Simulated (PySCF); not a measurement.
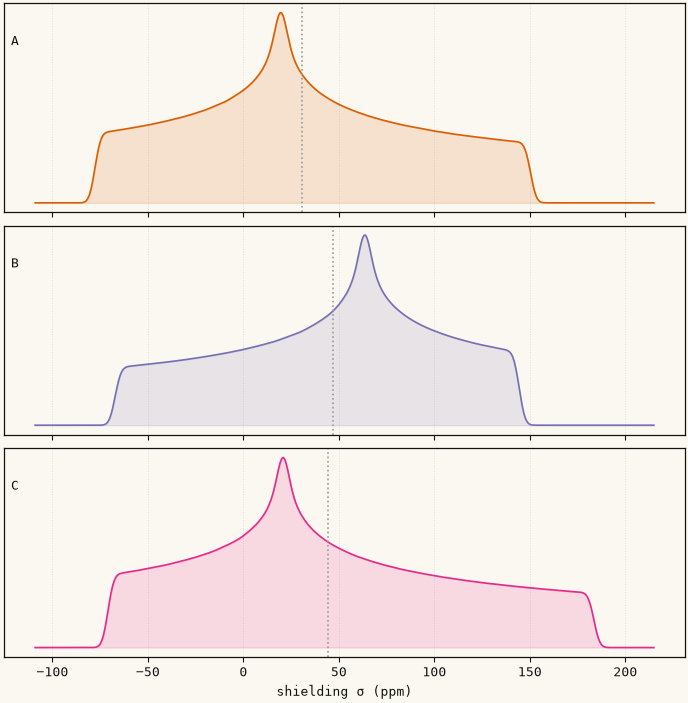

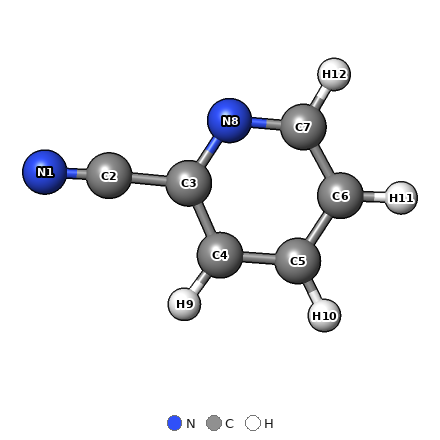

Static powder patterns (¹³C) from GIAO shielding tensors of C₆H₄N₂ (2-cyanopyridine), SMILES N#Cc1ccccn1, PBE0/pcSseg-1 with PySCF, at a GFN2-xTB geometry (no frequency check); absolute shielding, one fixed geometry of the isolated molecule without any motion, no dipolar terms. The dotted line is the isotropic value; skew is 3(σiso − σ22)/span.

The panels belong to C3, C5 and C7. Which is which?

Answer. panel A: C7, σ11, σ22, σ33 = −78, 20, 150 ppm, isotropic 31, span 228 ppm, skew 0.15; panel B: C3, σ11, σ22, σ33 = −67, 64, 144 ppm, isotropic 47, span 212 ppm, skew −0.24; panel C: C5, σ11, σ22, σ33 = −71, 21, 184 ppm, isotropic 44, span 254 ppm, skew 0.28.

Caveats: the tight-binding geometry is rougher than a DFT one and adds to the error.
